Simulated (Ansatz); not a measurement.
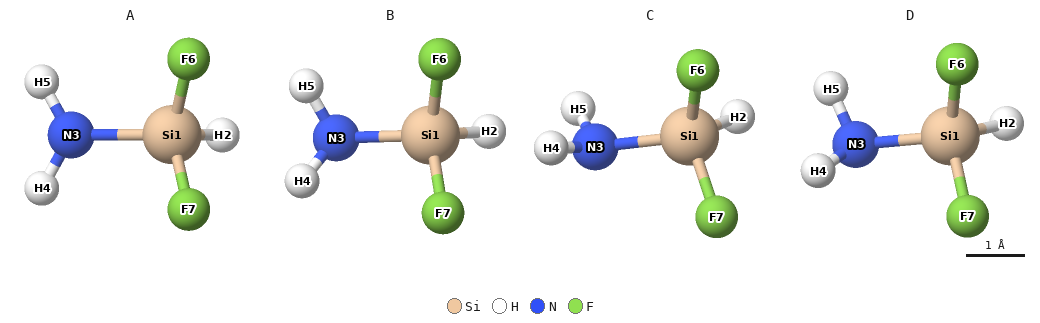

4 geometries from one relaxation of SiNH₃F₂, in shuffled order. The picture is a ball-and-stick view, seen from a free direction.

The run prepares the start of a later molecular dynamics calculation, from a guessed geometry.

All numbers below come from RKS B3LYP-D4/STO-3G in Ansatz. (no spin polarisation; force threshold 0.02 eV/Å; at most 40 steps)

Order the frames from highest to lowest energy.

A, B, D, C. They are steps 0, 15, 18, 27, at +44.9 kJ/mol, +8.77 kJ/mol, +6.91 kJ/mol relative to the last. The largest move after the best rigid fit is that of H4, 1.05 Å. By element the largest moves are H 1.05 Å, F 0.38 Å, N 0.23 Å, Si 0.07 Å. Among the contacts that change: Si1–N3 1.820 → 1.739 Å, Si1–F6 1.589 → 1.636 Å, Si1–F7 1.589 → 1.632 Å, N3–H4 1.060 → 1.042 Å. Among the angles between lasting bonds that change: H4–N3–H5 120.0° → 107.4°, F6–Si1–F7 109.5° → 104.8°, Si1–N3–H5 120.0° → 115.8°. Over 21 accepted moves (27 points after the start) the energy falls by 44.9 kJ/mol. The largest force component goes from 4.1 to 0.015 eV/Å. The line search rejected the trial steps at points 7, 11, 13, 20, 24, 26 of the run. The forces were under the threshold at step 4, but the run went on from there.

Limits of the set-up: STO-3G is a minimal basis, so the numbers are rough.
